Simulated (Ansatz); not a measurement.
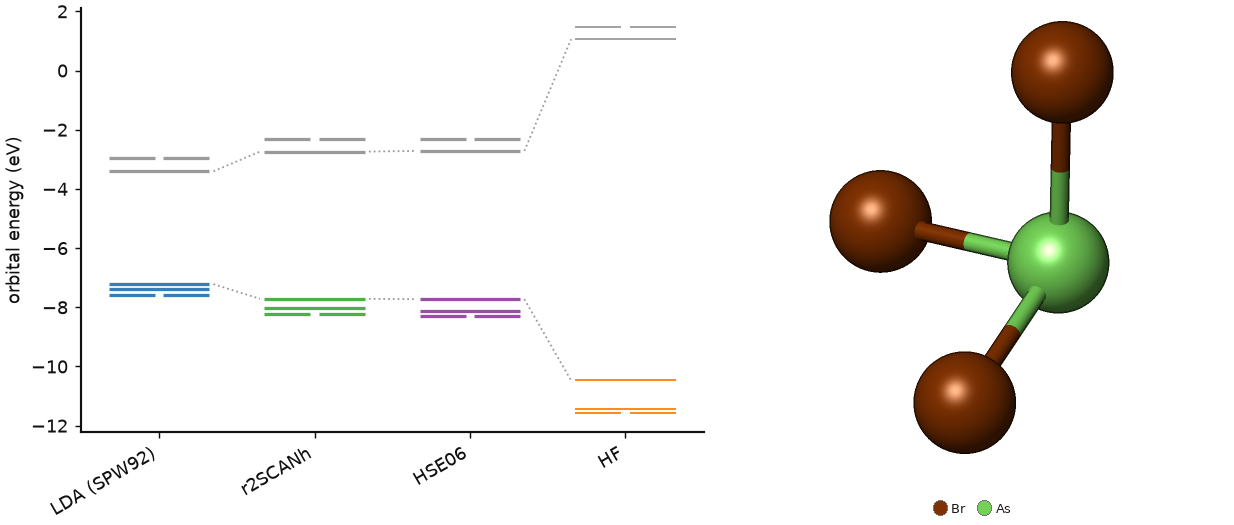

Frontier orbital energies of AsBr₃, SMILES Br[As](Br)Br at one geometry, def2-TZVPP, the Ansatz code 0.2.0, at a PBE0-D4/def2-TZVP geometry (a minimum by its frequencies). Empty levels are grey, levels within 0.1 eV stand side by side; all columns show the same few orbitals around the gap. Dotted lines join the HOMOs and the LUMOs.

**Compare the HOMO-LUMO separations.**

The separation grows from 3.81 eV (LDA (SPW92)) to 11.53 eV (HF).

| level | HOMO (eV) | LUMO (eV) | separation (eV) |
| --- | --- | --- | --- |
| LDA (SPW92) | −7.22 | −3.40 | 3.81 |
| r2SCANh | −7.71 | −2.74 | 4.98 |
| HSE06 | −7.73 | −2.72 | 5.01 |
| HF | −10.47 | 1.06 | 11.53 |

Limits of at least one run: empty levels above zero depend strongly on the basis; no scalar relativity up to krypton; spin-orbit coupling is left out, and with Br it can shift these levels and split any degenerate set.
